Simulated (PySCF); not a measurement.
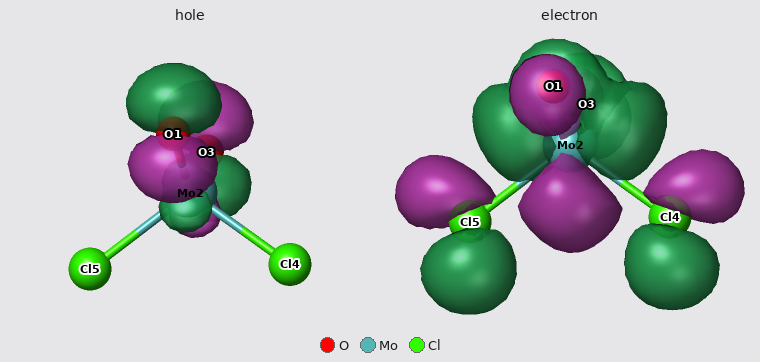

*Cl2MoO2, SMILES `O=[Mo](=O)(Cl)Cl`. Leading natural transition orbital pair of S₁ (TDA singlet states); the surfaces enclose about 85 % of each orbital's density.*

Method: PBE/def2-SVPD; geometry: GFN2-xTB; program: PySCF. Core potentials replace the inner electrons of Mo; spin–orbit coupling isn't included. This is a single-reference result, which may miss multireference character in this system. No frequency check shows the geometry to be a minimum. GFN2-xTB bond lengths at metals and heavier atoms can be off by up to 0.1 Å and shapes distorted, which carries into these values.

Coordinates in Å:

```
O1      -0.0004    1.1724   -1.3948
Mo2      0.0000    0.3195    0.0000
O3       0.0004    1.1724    1.3948
Cl4     -1.7326   -0.9464    0.0001
Cl5      1.7326   -0.9464   -0.0001
```

Question: Give its energy, strength and character.

Answer: 4.05 eV (306 nm), f = 0.004, ligand-to-metal charge transfer; the leading pair carries 98 %; hole on O1 and O3 (44 % each) and Mo2 (11 %), electron on Mo2 (54 %), Cl4 and Cl5 (15 % each) and O1 and O3 (8 % each); their centroids lie 1.1 Å apart. In canonical orbitals it is mainly HOMO → LUMO (96 %). The HOMO–LUMO gap is 3.85 eV.
